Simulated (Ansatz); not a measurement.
## Geometry relaxation, with input and output: C₃H₇FSi (part 1 of 2)

C₃H₇FSi, computed with RKS r2SCAN-D4/cc-pVDZ (Ansatz 0.2.0).

It belongs to a series of runs on one base structure; here: end point B relaxed.

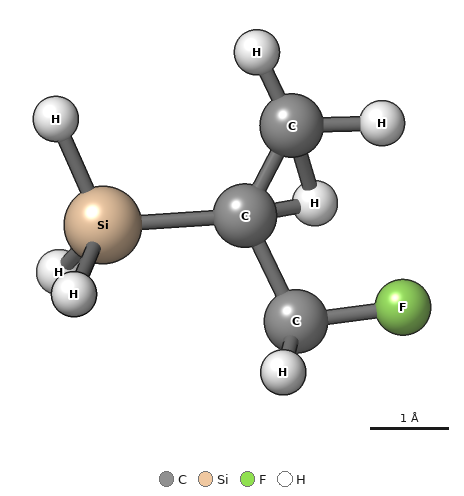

Figure 1. The structure as given in the input (ball-and-stick view, seen on its broad side). Bond lengths as drawn: C–C 1.31 to 1.52 Å, C–F 1.40 Å, C–H 1.04 to 1.27 Å, C–Si 1.84 Å and H–Si 1.46 to 1.52 Å.

The input:
```yaml
crystal:
  periodic: [false, false, false]
  atoms:
    - { symbol: C, position_ang: [-1.0192, 0.4304, 1.1585] }
    - { symbol: C, position_ang: [-0.223, 0.1385, 0.156] }
    - { symbol: Si, position_ang: [0.8697, -1.3343, 0.229] }
    - { symbol: C, position_ang: [-0.0207, 0.9419, -1.1213] }
    - { symbol: F, position_ang: [-0.9388, 1.994, -1.1407] }
    - { symbol: H, position_ang: [-1.71, 1.3652, 1.058] }
    - { symbol: H, position_ang: [-1.128, -0.0956, 2.0701] }
    - { symbol: H, position_ang: [0.6352, -2.2285, -0.8949] }
    - { symbol: H, position_ang: [0.7206, -2.0391, 1.5701] }
    - { symbol: H, position_ang: [2.3128, -0.8841, 0.1455] }
    - { symbol: H, position_ang: [-1.18637, 0.58366, -0.09271] }
    - { symbol: H, position_ang: [0.9376, 1.335, -1.2268] }
basis:
  gaussian: { orbitals: cc-pVDZ }
hamiltonian:
  xc: r2scan
  dispersion: d4
relax:
  f_tol: 0.02
  max_steps: 50
output:
  orbitals: {}
```

Launched with:
```bash
ansatz run input.yaml --threads 2 --pin off --max-ram 3072MiB --backend cpu --events-out ev --progress --plain --runs-dir out
```

Output:
```
The last accepted step is kept in [file] (removed where the run ends without a failure and the disk answers)
Engine: ansatz 0.2.0, aarch64-unknown-linux-gnu
Functional definition: r2SCAN
  parameter k0 = 0.174
  parameter k1 = 0.065
  parameter a1 = 4.9479
  exchange = r2scan_x(k0 = k0, k1 = k1, a1 = a1)
  correlation = r2scan_c
1320 factors; their error is unknown
mean field evaluation 1: about -13803.3398 eV, gradient 4.7e1 eV
mean field evaluation 2: about -13798.4356 eV, gradient 6.2e1 eV
mean field evaluation 4: about -13808.7948 eV, gradient 8.8e0 eV
mean field evaluation 8: about -13809.0307 eV, gradient 2.9e-1 eV
mean field evaluation 16: about -13808.9877 eV, gradient 2.1e-4 eV
mean field -13808.98768923 eV, -507.4709375111 hartree, gradient 8.5e-6 eV, S^2 0.000000; 0 other end points of the search recorded, 0 dependent functions left out
the calculation of the forces begins
reference -13808.98769913 eV, -507.4709378750 hartree; 24, 24 occupied and 85, 85 virtual orbitals, 1320 factors
relax step   1: F+E_penalty+E_count = -13809.04624169 eV  Δ(F+E_penalty+E_count) = +0.000e0 eV  max|allowed force component| = 7.372e0 eV/Å  Δτ_max = 0.0000 Å  (30 SCF iters, accepted)
these checks for a lower state are left out or cut short: starts, cluster_reference, orbital_swaps, neighbouring_geometries, increment
1320 factors; their error is unknown
mean field -13810.29010981 eV, -507.5188005847 hartree, gradient 9.3e-6 eV, S^2 0.000000; 0 other end points of the search recorded, 0 dependent functions left out
[... from here on the field's lines of each further geometry are left out, up to the last ...]
relax step   2: F+E_penalty+E_count = -13810.34863428 eV  Δ(F+E_penalty+E_count) = -1.302e0 eV  max|allowed force component| = 3.465e0 eV/Å  Δτ_max = 0.1967 Å  (39 SCF iters, accepted)
relax step   3: F+E_penalty+E_count = -13811.42959150 eV  Δ(F+E_penalty+E_count) = -1.081e0 eV  max|allowed force component| = 2.695e0 eV/Å  Δτ_max = 0.1950 Å  (38 SCF iters, accepted)
relax step   4: F+E_penalty+E_count = -13812.44743061 eV  Δ(F+E_penalty+E_count) = -1.018e0 eV  max|allowed force component| = 3.309e0 eV/Å  Δτ_max = 0.1983 Å  (36 SCF iters, accepted)
relax step   5: F+E_penalty+E_count = -13813.58705090 eV  Δ(F+E_penalty+E_count) = -1.140e0 eV  max|allowed force component| = 3.196e0 eV/Å  Δτ_max = 0.1901 Å  (38 SCF iters, accepted)
relax step   6: F+E_penalty+E_count = -13814.48771591 eV  Δ(F+E_penalty+E_count) = -9.007e-1 eV  max|allowed force component| = 1.485e0 eV/Å  Δτ_max = 0.2000 Å  (30 SCF iters, accepted)
relax step   7: F+E_penalty+E_count = -13814.91110523 eV  Δ(F+E_penalty+E_count) = -4.234e-1 eV  max|allowed force component| = 1.333e0 eV/Å  Δτ_max = 0.2000 Å  (29 SCF iters, accepted)
relax step   8: F+E_penalty+E_count = -13815.07676802 eV  Δ(F+E_penalty+E_count) = -1.657e-1 eV  max|allowed force component| = 5.383e-1 eV/Å  Δτ_max = 0.1993 Å  (30 SCF iters, accepted)
relax step   9: F+E_penalty+E_count = -13815.15456113 eV  Δ(F+E_penalty+E_count) = -7.779e-2 eV  max|allowed force component| = 1.480e-1 eV/Å  Δτ_max = 0.2000 Å  (30 SCF iters, accepted)
relax step  10: F+E_penalty+E_count = -13815.17966080 eV  Δ(F+E_penalty+E_count) = -2.510e-2 eV  max|allowed force component| = 1.530e-1 eV/Å  Δτ_max = 0.1999 Å  (29 SCF iters, accepted)
relax step  11: F+E_penalty+E_count = -13815.18747565 eV  Δ(F+E_penalty+E_count) = -7.815e-3 eV  max|allowed force component| = 1.360e-1 eV/Å  Δτ_max = 0.1001 Å  (30 SCF iters, accepted)
relax step  12: F+E_penalty+E_count = -13815.18917392 eV  Δ(F+E_penalty+E_count) = -1.698e-3 eV  max|allowed force component| = 1.915e-1 eV/Å  Δτ_max = 0.1711 Å  (29 SCF iters, accepted)
relax step  13: F+E_penalty+E_count = -13815.19446423 eV  Δ(F+E_penalty+E_count) = -5.290e-3 eV  max|allowed force component| = 6.551e-2 eV/Å  Δτ_max = 0.0484 Å  (31 SCF iters, accepted)
relax step  14: F+E_penalty+E_count = -13815.19676652 eV  Δ(F+E_penalty+E_count) = -2.302e-3 eV  max|allowed force component| = 6.264e-2 eV/Å  Δτ_max = 0.0537 Å  (30 SCF iters, accepted)
relax step  15: F+E_penalty+E_count = -13815.19986138 eV  Δ(F+E_penalty+E_count) = -3.095e-3 eV  max|allowed force component| = 1.097e-1 eV/Å  Δτ_max = 0.0794 Å  (30 SCF iters, accepted)
relax step  16: F+E_penalty+E_count = -13815.20167995 eV  Δ(F+E_penalty+E_count) = -1.819e-3 eV  max|allowed force component| = 1.373e-1 eV/Å  Δτ_max = 0.0443 Å  (31 SCF iters, accepted)
relax step  17: F+E_penalty+E_count = -13815.20342896 eV  Δ(F+E_penalty+E_count) = -1.749e-3 eV  max|allowed force component| = 1.968e-1 eV/Å  Δτ_max = 0.0511 Å  (30 SCF iters, accepted)
relax step  18: F+E_penalty+E_count = -13815.20850147 eV  Δ(F+E_penalty+E_count) = -5.073e-3 eV  max|allowed force component| = 1.751e-1 eV/Å  Δτ_max = 0.0783 Å  (30 SCF iters, accepted)
relax step  19: F+E_penalty+E_count = -13815.17323943 eV  Δ(F+E_penalty+E_count) = +3.526e-2 eV  max|allowed force component| = 8.552e-1 eV/Å  Δτ_max = 0.1421 Å  (31 SCF iters, rejected (line search))
relax step  20: F+E_penalty+E_count = -13815.21422175 eV  Δ(F+E_penalty+E_count) = -5.720e-3 eV  max|allowed force component| = 3.407e-2 eV/Å  Δτ_max = 0.0709 Å  (30 SCF iters, accepted)
relax step  21: F+E_penalty+E_count = -13815.21493054 eV  Δ(F+E_penalty+E_count) = -7.088e-4 eV  max|allowed force component| = 2.845e-1 eV/Å  Δτ_max = 0.0976 Å  (30 SCF iters, accepted)
relax step  22: F+E_penalty+E_count = -13815.22514398 eV  Δ(F+E_penalty+E_count) = -1.021e-2 eV  max|allowed force component| = 7.050e-2 eV/Å  Δτ_max = 0.1210 Å  (30 SCF iters, accepted)
relax step  23: F+E_penalty+E_count = -13815.22805276 eV  Δ(F+E_penalty+E_count) = -2.909e-3 eV  max|allowed force component| = 4.390e-2 eV/Å  Δτ_max = 0.0838 Å  (30 SCF iters, accepted)
relax step  24: F+E_penalty+E_count = -13815.21101369 eV  Δ(F+E_penalty+E_count) = +1.704e-2 eV  max|allowed force component| = 5.691e-1 eV/Å  Δτ_max = 0.1962 Å  (28 SCF iters, rejected (line search))
relax step  25: F+E_penalty+E_count = -13815.22423994 eV  Δ(F+E_penalty+E_count) = +3.813e-3 eV  max|allowed force component| = 3.211e-1 eV/Å  Δτ_max = 0.0545 Å  (30 SCF iters, rejected (line search))
relax step  26: F+E_penalty+E_count = -13815.22873374 eV  Δ(F+E_penalty+E_count) = -6.810e-4 eV  max|allowed force component| = 1.792e-2 eV/Å  Δτ_max = 0.0273 Å  (31 SCF iters, accepted)
relax step  27: F+E_penalty+E_count = -13815.22899764 eV  Δ(F+E_penalty+E_count) = -2.639e-4 eV  max|allowed force component| = 1.375e-1 eV/Å  Δτ_max = 0.0976 Å  (29 SCF iters, accepted)
relax step  28: F+E_penalty+E_count = -13815.22981444 eV  Δ(F+E_penalty+E_count) = -8.168e-4 eV  max|allowed force component| = 3.076e-2 eV/Å  Δτ_max = 0.0212 Å  (31 SCF iters, accepted)
relax step  29: F+E_penalty+E_count = -13815.22994804 eV  Δ(F+E_penalty+E_count) = -1.336e-4 eV  max|allowed force component| = 4.163e-3 eV/Å  Δτ_max = 0.0146 Å  (32 SCF iters, accepted)
the calculation of the forces begins
reference -13815.16956910 eV, -507.6981174061 hartree; 24, 24 occupied and 85, 85 virtual orbitals, 1320 factors
relax step  30: F+E_penalty+E_count = -13815.22998526 eV  Δ(F+E_penalty+E_count) = -3.722e-5 eV  max|allowed force component| = 7.482e-3 eV/Å  Δτ_max = 0.0251 Å  (31 SCF iters, accepted)
```

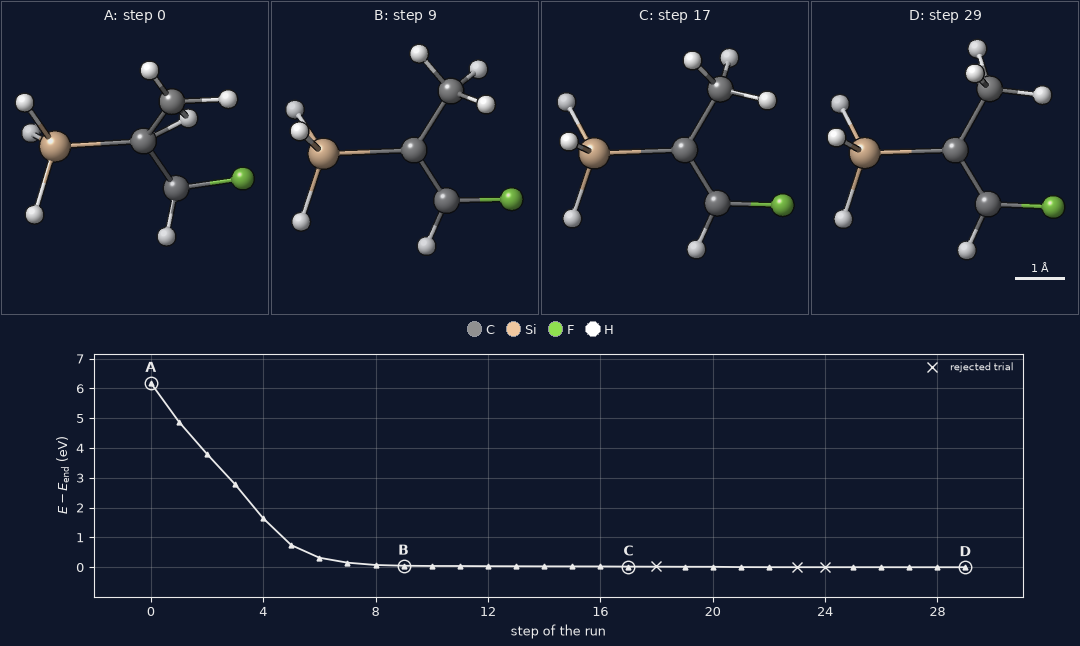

Figure 2. Frames of the relaxation (ball-and-stick view, seen at a tilt) above the curves, on which the letters mark them (the first geometry is step 0 here and step 1 in the log).

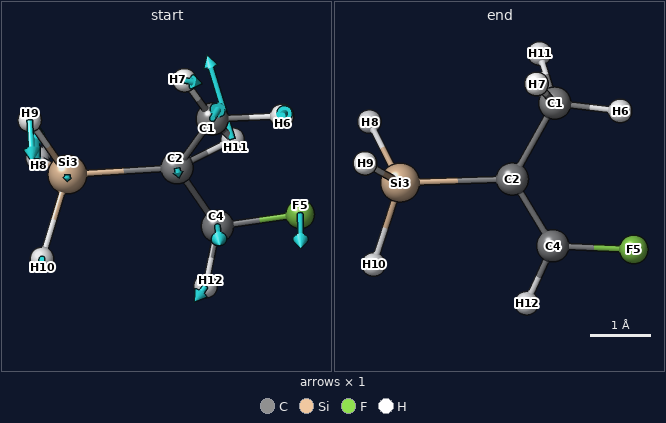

Figure 3. Before (left) and after (right) the relaxation, at one scale (ball-and-stick view, seen at a tilt). The teal arrows give the displacements, at true length. H11 moves most after the best rigid fit: 1.50 Å. By element the largest moves are H 1.50 Å, F 0.83 Å, C 0.70 Å, Si 0.14 Å. Among the contacts that change: C2–H11 1.090 → 2.162 Å, C1–C2 1.313 → 1.506 Å, C2–C4 1.522 → 1.340 Å, C1–H11 1.272 → 1.103 Å. Bonds break: C2–H11 (1.09 → 2.16 Å). Among the angles that change: C2–C1–H11 49.9° → 111.0°, H7–C1–H11 153.4° → 106.6°, H6–C1–H11 75.0° → 108.4°. After 29 geometry steps the energy has fallen by 6.184 eV. Largest force component: 7.4 eV/Å at the start, 0.0075 eV/Å at the end. The line search rejected the trial steps at points 18, 23, 24 (counted from 0) and went back. (Atoms are counted from 1 in the order of the input.)

```
1320 factors; their error is unknown
mean field -13815.16955881 eV, -507.6981170278 hartree, gradient 2.0e-5 eV, S^2 0.000000; 1 other end points of the search recorded, 0 dependent functions left out
the calculation of the forces begins
reference -13815.16956910 eV, -507.6981174061 hartree; 24, 24 occupied and 85, 85 virtual orbitals, 1320 factors
Total energy: -13815.22999555 eV, -507.7003380374 hartree
Atom 0 at    -1.420099     0.320830     0.786242 Å, force     0.001519     0.000098    -0.003468 eV/Å
Atom 1 at    -0.096042     0.259856     0.070342 Å, force    -0.002198     0.005342     0.004337 eV/Å
Atom 2 at     0.961421    -1.288022     0.156357 Å, force     0.001877    -0.000260     0.002751 eV/Å
Atom 3 at     0.368283     1.295079    -0.641791 Å, force     0.007482    -0.003513     0.006248 eV/Å
Atom 4 at    -0.317308     2.455456    -0.765952 Å, force    -0.002441     0.004751    -0.000321 eV/Å
Atom 5 at    -1.913196     1.291736     0.636652 Å, force     0.000168    -0.004150     0.000294 eV/Å
Atom 6 at    -1.290139     0.160501     1.870260 Å, force    -0.000332    -0.000011    -0.004306 eV/Å
Atom 7 at     0.208080    -2.463889    -0.390859 Å, force    -0.000485    -0.000535    -0.002250 eV/Å
Atom 8 at     1.313785    -1.598487     1.580869 Å, force     0.000542    -0.000122     0.001461 eV/Å
Atom 9 at     2.216158    -1.085507    -0.635406 Å, force    -0.000127     0.000198    -0.001326 eV/Å
Atom 10 at    -2.098639    -0.472665     0.429322 Å, force    -0.001027     0.001864     0.001195 eV/Å
Atom 11 at     1.317526     1.332171    -1.185247 Å, force    -0.004979    -0.003663    -0.004614 eV/Å
Dipole moment:     0.011673    -0.092511     0.034615 e Å
```

Trajectory as extended XYZ (Å, eV, eV/Å), 30 frames, from step=1 to step=30:
```
12
Properties=species:S:1:pos:R:3:forces:R:3 step=1 energy=-13809.04624
C    -1.0192    0.4304    1.1585   -4.5046   4.0913   3.5423
C    -0.2230    0.1385    0.1560    7.3724   0.5001  -4.1472
Si    0.8697   -1.3343    0.2290    1.2975  -0.7976   0.4879
C    -0.0207    0.9419   -1.1213   -1.8845  -2.3023   1.3550
F    -0.9388    1.9940   -1.1407   -0.5993   0.8540   0.0792
H    -1.7100    1.3652    1.0580    1.2363  -0.8986   0.7198
H    -1.1280   -0.0956    2.0701   -0.6141  -1.3284   0.6745
H     0.6352   -2.2285   -0.8949   -0.2076  -0.5673  -0.4272
H     0.7206   -2.0391    1.5701   -0.1401   0.2561  -0.3852
H     2.3128   -0.8841    0.1455   -0.3210   0.0770  -0.0208
H    -1.1864    0.5837   -0.0927   -3.9225  -0.2389  -1.5311
H     0.9376    1.3350   -1.2268    2.2876   0.3546  -0.3472
12
Properties=species:S:1:pos:R:3:forces:R:3 step=2 energy=-13810.34863
C    -1.0906    0.4396    1.1800   -1.7846   2.8798   0.7738
C    -0.1540    0.2032    0.1807    3.4649   0.5384  -2.1356
Si    0.9366   -1.3107    0.2189    0.2737  -0.6423   0.2194
C    -0.0421    0.9089   -1.1270    0.1348  -0.2105   2.1290
F    -0.9224    2.0149   -1.1122   -0.0633   0.3234  -0.3012
H    -1.6142    1.4559    1.1752    0.7465  -0.9929   0.2970
H    -1.2965   -0.1942    2.0454   -0.1810  -0.5061  -0.5571
H     0.6372   -2.2573   -0.8828   -0.0010  -0.1375  -0.1226
H     0.7101   -1.9926    1.5425    0.0720   0.0933  -0.1210
H     2.3541   -0.8359    0.1259   -0.0447  -0.0151  -0.0333
H    -1.2419    0.5265   -0.1169   -3.0434  -1.2240   0.3741
H     0.9735    1.2487   -1.3190    0.4261  -0.1063  -0.5226
12
Properties=species:S:1:pos:R:3:forces:R:3 step=3 energy=-13811.42959
C    -1.1370    0.4930    1.1931   -0.9174   0.5083  -1.6292
C    -0.0768    0.2762    0.2034    1.0355  -0.0731  -1.4028
Si    0.9824   -1.3101    0.2201   -0.2791  -0.0500  -0.0214
C    -0.0305    0.9371   -1.0635    1.7880   1.4862   1.6602
F    -0.9201    2.0530   -1.1024    0.6690  -0.6177  -0.3783
H    -1.5406    1.5254    1.2514    0.2879  -0.4336   0.2509
H    -1.4257   -0.2584    1.9798    0.3249   0.5520  -1.1357
H     0.6369   -2.2875   -0.8761    0.0839   0.2175   0.1396
H     0.7267   -1.9677    1.5343    0.1212  -0.0551   0.0945
H     2.3822   -0.8295    0.1037    0.2569  -0.1291  -0.0468
H    -1.3646    0.3751   -0.1088   -2.0918  -1.0480   2.6954
H     1.0170    1.2003   -1.4241   -1.2790  -0.3574  -0.2263
12
Properties=species:S:1:pos:R:3:forces:R:3 step=4 energy=-13812.44743
C    -1.1855    0.5187    1.1669   -0.7265  -1.2103  -3.2502
C    -0.0461    0.2996    0.1942    1.0645  -0.4065  -0.2618
Si    1.0097   -1.3078    0.2240   -0.4103   0.4110  -0.0907
C     0.0157    0.9898   -0.9964    1.6639   1.9231   0.7707
F    -0.9025    2.0746   -1.1164    1.1221  -1.0535  -0.2221
H    -1.4870    1.5647    1.3022    0.0595  -0.1715   0.1900
H    -1.4775   -0.2757    1.9138    0.5086   0.8831  -0.8770
H     0.6408   -2.2904   -0.8695    0.1078   0.2821   0.1921
H     0.7418   -1.9572    1.5342    0.1242  -0.0980   0.1684
H     2.4103   -0.8392    0.0918    0.3313  -0.2054  -0.0494
H    -1.5058    0.2558   -0.0370   -2.0683   0.0087   3.3090
H     1.0358    1.1739   -1.4971   -1.7767  -0.3628   0.1210
12
Properties=species:S:1:pos:R:3:forces:R:3 step=5 energy=-13813.58705
C    -1.2361    0.5138    1.1059   -0.2015  -1.3428  -3.1962
C    -0.0186    0.3070    0.1858    0.8984  -0.6074   0.8822
Si    1.0294   -1.3008    0.2294   -0.3588   0.6068  -0.0648
C     0.0754    1.0438   -0.9317    0.9539   1.8830  -0.2752
F    -0.8727    2.0806   -1.1318    1.3265  -1.1029   0.0195
H    -1.4485    1.5725    1.3313   -0.0423  -0.4061   0.0207
H    -1.4878   -0.2738    1.8532    0.5080   0.6699  -0.3281
H     0.6466   -2.2819   -0.8588    0.0943   0.2477   0.1579
H     0.7570   -1.9512    1.5383    0.1293  -0.0910   0.1711
H     2.4391   -0.8549    0.0828    0.2955  -0.2421  -0.0388
H    -1.6619    0.2012    0.0569   -2.0366   0.6067   2.3564
H     1.0278    1.1507   -1.5505   -1.5667  -0.2218   0.2954
12
Properties=species:S:1:pos:R:3:forces:R:3 step=6 energy=-13814.48772
C    -1.2604    0.4863    1.0110   -0.5090  -0.7150  -1.3480
C    -0.0196    0.2929    0.1924    0.9002  -0.4235   0.0701
Si    1.0474   -1.2819    0.2532   -0.2355   0.3767  -0.0296
C     0.0991    1.0693   -0.8867    0.6883   1.4849  -0.3872
F    -0.8194    2.1069   -1.1037    0.9905  -1.0282   0.0870
H    -1.4133    1.5394    1.3149   -0.0751  -0.4224   0.0396
H    -1.4410   -0.2778    1.7899    0.1455   0.4424  -0.1006
H     0.6428   -2.2579   -0.8220    0.0642   0.1132   0.0752
H     0.8114   -1.9508    1.5659    0.1029  -0.0008   0.1088
H     2.4744   -0.8903    0.0701    0.1564  -0.1377  -0.0152
H    -1.8542    0.2442    0.0908   -1.4125   0.3715   1.3726
H     0.9826    1.1268   -1.5650   -0.8157  -0.0611   0.1271
12
Properties=species:S:1:pos:R:3:forces:R:3 step=7 energy=-13814.91110
C    -1.2972    0.4602    0.9671   -0.3851  -0.5542  -0.4414
C    -0.0510    0.2785    0.1634    0.7448  -0.3798   0.0188
Si    1.0514   -1.2603    0.2453   -0.2342   0.1603   0.0790
C     0.1503    1.0898   -0.8702    0.5120   1.3329  -0.7472
F    -0.7105    2.1457   -1.1244    0.5557  -0.7177   0.1709
H    -1.4377    1.4928    1.3296   -0.0336  -0.1913  -0.0693
H    -1.4186   -0.2800    1.7726    0.1128   0.2036   0.0553
H     0.6265   -2.2594   -0.7936    0.0467   0.0097   0.0330
H     0.8583   -1.8939    1.5859    0.1003  -0.0053   0.0559
H     2.4859   -0.9041    0.0168    0.0297  -0.0269  -0.0096
H    -2.0310    0.2183    0.1806   -0.8314   0.2986   0.5393
H     1.0234    1.1194   -1.5623   -0.6177  -0.1298   0.3153
12
Properties=species:S:1:pos:R:3:forces:R:3 step=8 energy=-13815.07677
C    -1.3480    0.4232    0.9190   -0.0504  -0.2548  -0.4605
C    -0.0848    0.2381    0.1069    0.4638   0.5383  -0.2200
Si    1.0415   -1.2651    0.2500    0.0713   0.0415   0.1919
C     0.2132    1.1531   -0.8388   -0.4808  -0.3987  -0.1977
F    -0.6574    2.1697   -1.1205    0.4209  -0.1749   0.2559
H    -1.3698    1.4221    1.3942   -0.1109  -0.2320  -0.0613
H    -1.4884   -0.3667    1.6740    0.0823   0.1639   0.0198
H     0.6026   -2.3437   -0.7017    0.0008  -0.0093   0.1165
H     1.0127   -1.7934    1.6620   -0.0672   0.0302  -0.1713
H     2.4614   -0.9043   -0.0706   -0.0421   0.0175  -0.0880
H    -2.1804    0.3433    0.1943   -0.2012   0.1997   0.3360
H     1.0472    1.1309   -1.5580   -0.0865   0.0786   0.2785
12
Properties=species:S:1:pos:R:3:forces:R:3 step=9 energy=-13815.15456
C    -1.3582    0.3725    0.8702   -0.1311   0.0253  -0.1131
C    -0.0847    0.2463    0.0721    0.0491   0.0207  -0.0766
Si    1.0310   -1.2480    0.2550    0.1322  -0.1062   0.1061
C     0.2265    1.1689   -0.8466    0.0282   0.0496  -0.1412
F    -0.5833    2.2295   -1.0908    0.0278  -0.0603   0.1099
H    -1.3849    1.3357    1.4048   -0.0287  -0.0295   0.0625
H    -1.4739   -0.4421    1.6009   -0.0044   0.0690  -0.0024
H     0.4992   -2.4092   -0.5435    0.0461   0.0494   0.0775
H     1.0844   -1.6673    1.7025   -0.0195   0.0630  -0.1480
H     2.4228   -0.9234   -0.2074   -0.0825  -0.0377  -0.0480
H    -2.2331    0.3589    0.1966   -0.0161  -0.0161   0.0793
H     1.1042    1.1851   -1.5029   -0.0012  -0.0273   0.0941
```
